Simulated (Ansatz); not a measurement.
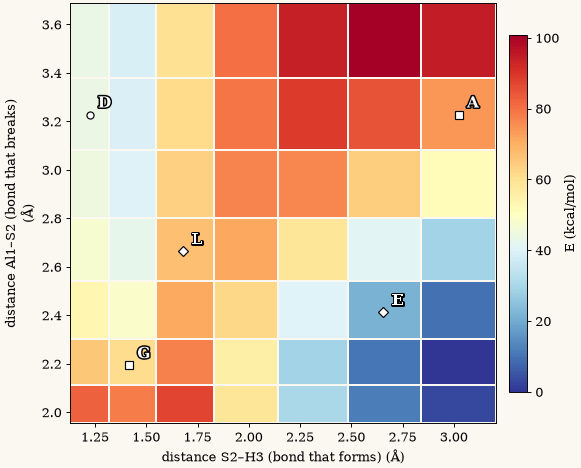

The reacting system AlH3OS (fragments AlH₃OS where the first distance is long, AlHO + H₂S where the second is long). The first coordinate is: distance S2–H3 (bond that forms); the second: distance Al1–S2 (bond that breaks). Relaxed at each point: all other coordinates. The grid has 7 × 7 points. Points are written as (first, second). Energies are in kcal/mol, from the lowest grid point. Energies and slopes of some neighbouring points disagree (a jump in structure or state, or too coarse a mesh). The reference is spin-restricted, so regions where a bond is pulled apart into radicals lie too high. Computed with RKS wB97X-V/def2-SVP in Ansatz.

The picture shows one coloured cell a grid point, lettered points.

**Is D the lowest point of the computed grid?**

No. D lies 44 kcal/mol above the lowest grid point, which is at (3.024 Å, 2.194 Å).

**Rank the lettered points by energy, lowest first.**

E (21 kcal/mol), D (44 kcal/mol), G (61 kcal/mol), L (67 kcal/mol), A (74 kcal/mol).
